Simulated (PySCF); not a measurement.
C₂HNS (n.equiv.cchs)

Input

```
{"job": {"kind": "sp", "xc": "wB97X", "basis": "ma-def2-TZVP", "d3": "d3bj", "grid": 2}, "charge": 0, "multiplicity": 1}
N      2.046251    -0.210602    -0.141396
C      0.897936    -0.060915    -0.064506
C     -0.512877     0.141293     0.032179
S     -1.595307    -1.059981     0.028565
H     -0.818421     1.196292     0.113087
```

Command:

```sh
OMP_NUM_THREADS=1 python redox_run.py task.json out
```

Geometry: PBE0-D3(BJ)/ma-def2-SVP.

Level of theory: PySCF, DFT single point, gas phase, functional wB97X.

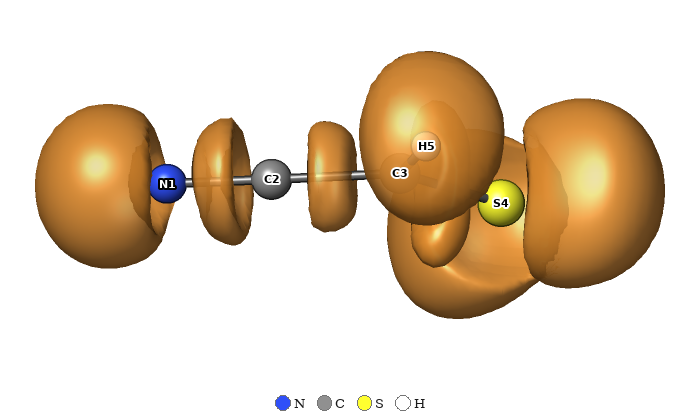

Figure 1. Isosurface of the electron localisation function at 0.8 (orange), seen from one side. Only the valence region is drawn (cores and ρ < 0.01 e/Å³ removed).

Q: Describe the localisation domains.

A: The surface consists of one region between bonded C–C atoms (shared pairs), one region between bonded C–N atoms (shared pairs), one region between bonded C–S atoms (shared pairs), one region around a hydrogen nucleus, one ring or bowl of non-bonding electrons around S and one lobe on N, pointing away from the bonds (lone pairs). Along the contacts the grid gives the following. C–N (1.16 Å): the ELF peaks at about 0.85 between the atoms: a short, multiple covalent bond. C–C (1.43 Å): the ELF peaks at about 0.95 between the atoms, as expected for a covalent bond.

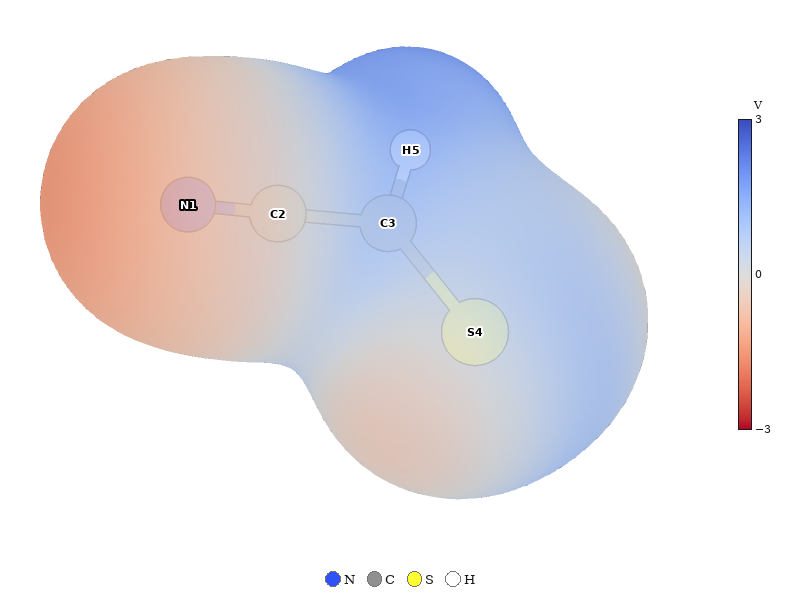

Figure 2. The electrostatic potential painted on the density surface at 0.002 e/bohr³, seen at a tilt; the colour scale runs from red (negative) to blue (positive).

Q: Where is the surface potential most negative and most positive?

A: The most negative region (about −1.4 V, or −32 kcal/mol for a unit charge) lies over N1, the most positive (about +2.0 V, or +46 kcal/mol for a unit charge) over H5. N1 is the likeliest acceptor of a hydrogen bond.

Q: What dipole moment does the calculation give?

A: Its dipole moment is 2.67 D.

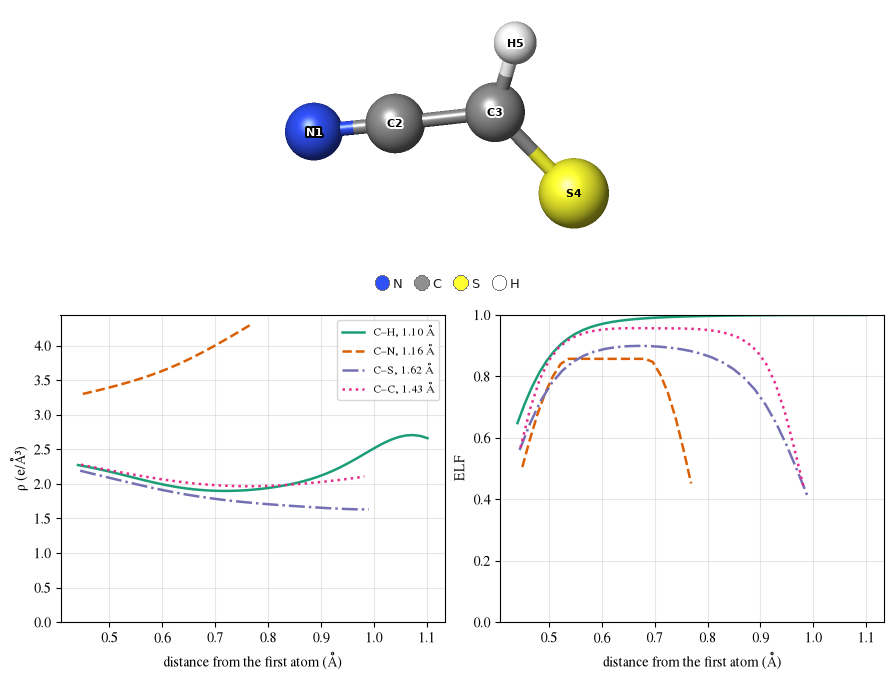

Figure 3. Total electron density and electron localisation function along straight lines between neighbouring atoms. The curves leave out the atomic cores. The structure is drawn too.

Q: What can be read from the curves?

A: C–H (1.10 Å): ρ is about 2.1 e/Å³ halfway; the ELF climbs to about 1 towards the hydrogen, as it does in any bond to H: an ordinary covalent bond to hydrogen.
C–N (1.16 Å): ρ at the midpoint is about 3.6 e/Å³; the ELF peaks at about 0.85 between the atoms (a multiple bond).
C–S (1.62 Å): ρ at the midpoint is about 1.7 e/Å³; the ELF peaks at about 0.90 between the atoms: a covalent bond.
C–C (1.43 Å): ρ is about 2 e/Å³ halfway; the ELF peaks at about 0.95 between the atoms, as expected for localised, covalent bonding.
